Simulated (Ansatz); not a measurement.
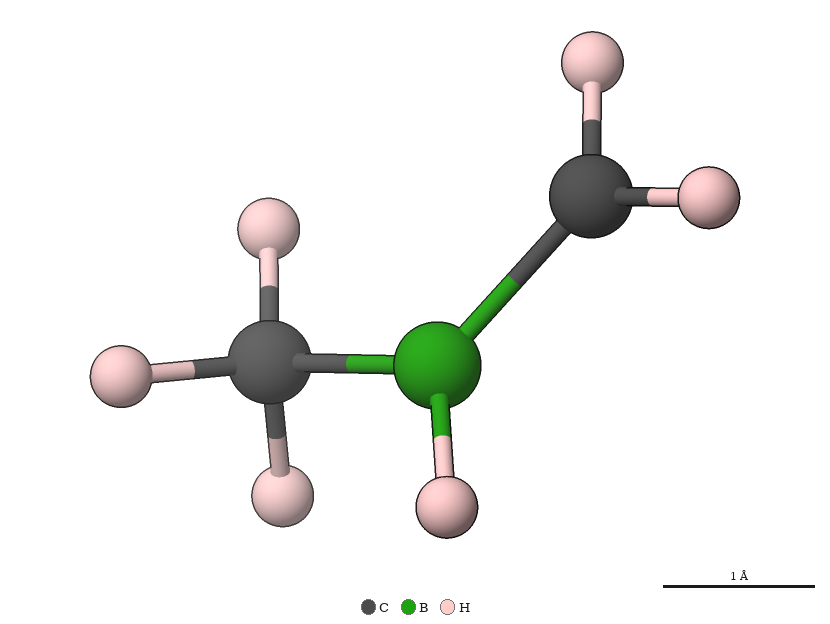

Every bond is drawn as one stick, whatever its order.

The species is neutral and a spin doublet.

Give the formula.

Answer. C₂H₆B, 9 atoms: 2 carbon, 6 hydrogen and 1 boron.

How many atoms are distinct by symmetry?

Answer. 8: 1 C, 1 B, 1 C, 1 H, 1 H, 1 H, 1 H, 2 H.

Give a SMILES string for it.

Answer. [CH2]BC

The parts below concern this one geometry. Atoms keep their numbers from picture to picture. Computed geometry: PBE0-D4/def2-TZVP optimisation.

Vibrations

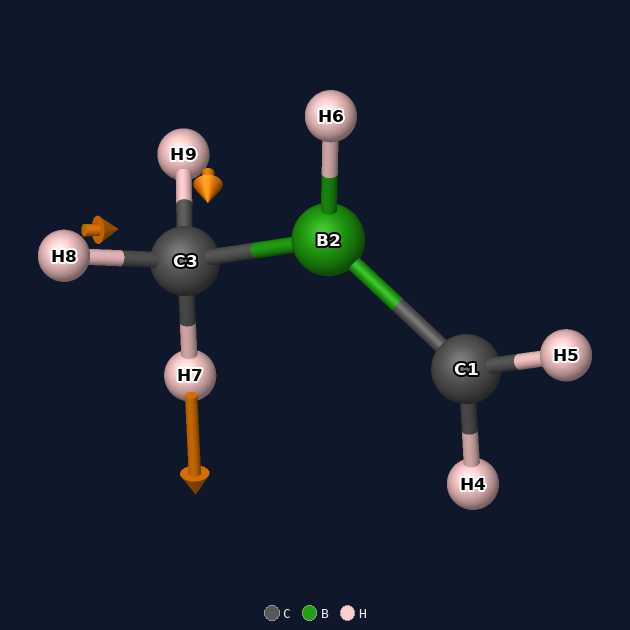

The arrows show one normal mode. Harmonic vibrations computed with UKS PBE0-D4/def2-TZVP (Ansatz 0.2.0) at a stationary point of the same level.

Describe the motion.

Answer. Mostly C–H stretching.

At what wavenumber does it lie?

Answer. 3121 cm⁻¹; it is mode 19 of 21 counted from the lowest.

Levels of theory compared

Program: Ansatz 0.2.0.

Tabulate dipole (D) at these levels: B3LYP-D4/def2-TZVPP; PBE-D4/def2-TZVPP; PBE0-D4/def2-TZVP; r2SCAN-D4/def2-TZVPP; ωB97M-V/def2-TZVPP.

```json
{"level": "B3LYP-D4/def2-TZVPP", "dipole (D)": "0.78"}
{"level": "PBE-D4/def2-TZVPP", "dipole (D)": "0.81"}
{"level": "PBE0-D4/def2-TZVP", "dipole (D)": "0.78"}
{"level": "r2SCAN-D4/def2-TZVPP", "dipole (D)": "0.75"}
{"level": "ωB97M-V/def2-TZVPP", "dipole (D)": "0.81"}
```

Thermal motion

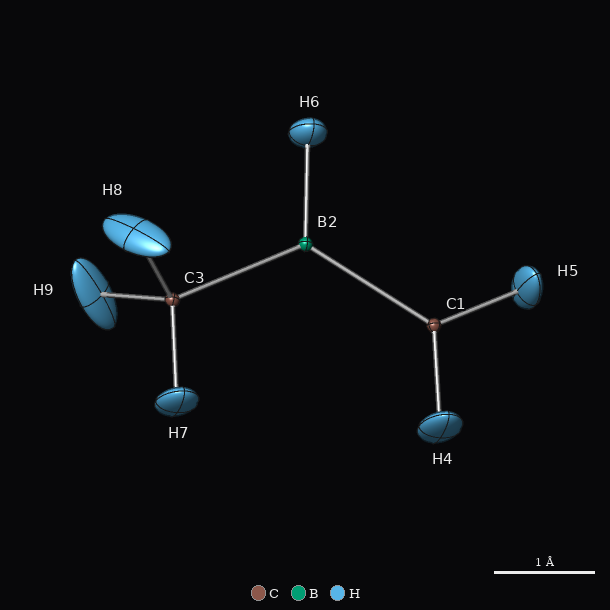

Displacement ellipsoids at the 50 % level, from the internal vibrations of the free molecule (harmonic, no overall translation or rotation; no half-axis is drawn under 0.075 Å). Vibrations computed with UKS PBE0-D4/def2-TZVP (Ansatz 0.2.0). Temperature: 0 K (zero-point motion alone).

Give the displacement parameters, one line for each set of equivalent atoms.

```
  atom  U_eq (Å²)   rms amplitudes (Å)
    C1     0.0011  0.022, 0.037, 0.037
    B2     0.0019  0.030, 0.042, 0.055
    C3    0.00082  0.023, 0.024, 0.037
    H4     0.0280  0.073, 0.141, 0.243
    H5     0.0290  0.078, 0.128, 0.254
    H6     0.0170  0.087, 0.124, 0.167
    H7     0.0225  0.074, 0.140, 0.206
H8, H9     0.0352  0.075, 0.132, 0.287
```
